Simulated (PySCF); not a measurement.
**Excited-state calculation of CHAlClNO**

- system: CHAlClNO
- method: CIS/ANO-RCC-VDZP, RHF, sfX2C (PySCF 2.14.0)

The geometry comes from this level: PBE0-D4/def2-TZVP.

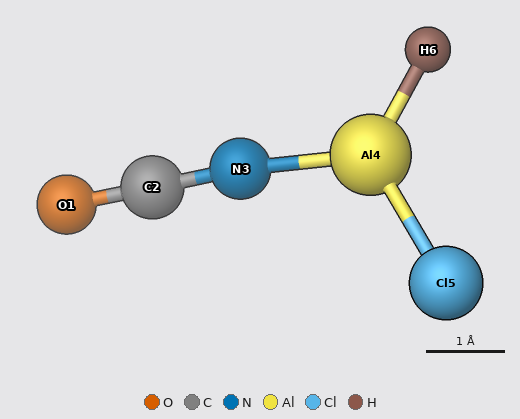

*The structure as given in the input (ball-and-stick view, seen at a tilt; atoms are numbered from 1 in the order of the input). Sticks mark near contacts.*

Results in brief:

```csv
quantity,value
outcome,converged
total energy,−871.338335 hartree
basis functions,83
HOMO of the SCF reference,−12.36 eV
LUMO of the SCF reference,1.46 eV
lowest excitation,7.37 eV
hardware,"1 thread of Arm Neoverse V1, 24 GiB of memory available, shared host"
wall time,22 s
peak memory,0.23 GiB
```

Input (input.py):
```python
from pyscf import gto, tdscf

mol = gto.M(
    atom='''
O     -1.121741    -3.361445    -4.292324
C     -0.801622    -2.053376    -2.554154
N     -0.498888    -0.712238    -0.758914
Al     0.277601     1.297297     1.765760
Cl     3.949906     2.705710     1.937536
H     -1.725887     2.003299     3.814790
''',
    verbose=3,
    unit='bohr',
    charge=0,
    basis='ano-rcc-vdzp',
    max_memory=1860,
    spin=0,
)

mf = mol.RHF()
mf = mf.x2c()
mf.conv_tol = 1e-10
mf.kernel()
if not mf.converged:
    mf = mf.newton().run(mf.mo_coeff, mf.mo_occ)

etot = mf.e_tot
print('Final energy', etot)

td = tdscf.TDA(mf)
td.nstates = 3
td.kernel()
td.analyze()
roots = td.e * 27.211386
osc = td.oscillator_strength()
print('state   eV      nm      f')
for i, (w, f) in enumerate(zip(roots, osc), 1):
    print('%3d %9.4f %8.1f %9.5f' % (i, w, 1239.842 / w, f))
```

Launch command:
```bash
OMP_NUM_THREADS=1 python input.py
```

Output:
```
converged SCF energy = -871.338334504569
Final energy -871.3383345045694
Excitation energies (eV)
[7.37040739 7.95300049 8.10207076]

** Singlet excitation energies and oscillator strengths **
state   eV      nm      f
  1    7.3704    168.2   0.00344
  2    7.9530    155.9   0.05649
  3    8.1021    153.0   0.02836
```

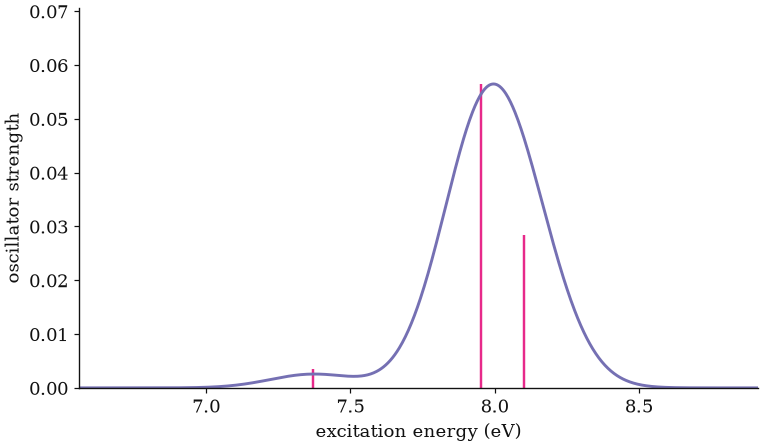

*Computed excitations as sticks (degenerate states added up, dark ones marked on the axis), with a Gaussian envelope of 0.35 eV full width at half maximum, scaled to the tallest.*

Of the 3 states the lowest lies at 7.37 eV (f = 0.003); the strongest line is at 7.95 eV, or 156 nm (f = 0.056).

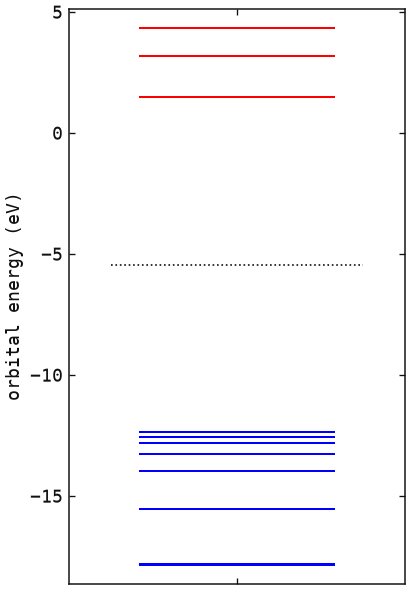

*Orbital energies near the frontier (SCF reference); the dotted line parts filled from empty levels, and levels within 0.02 eV of each other stand side by side.*

Highest filled −12.36 eV, lowest empty 1.46 eV, 13.82 eV apart.
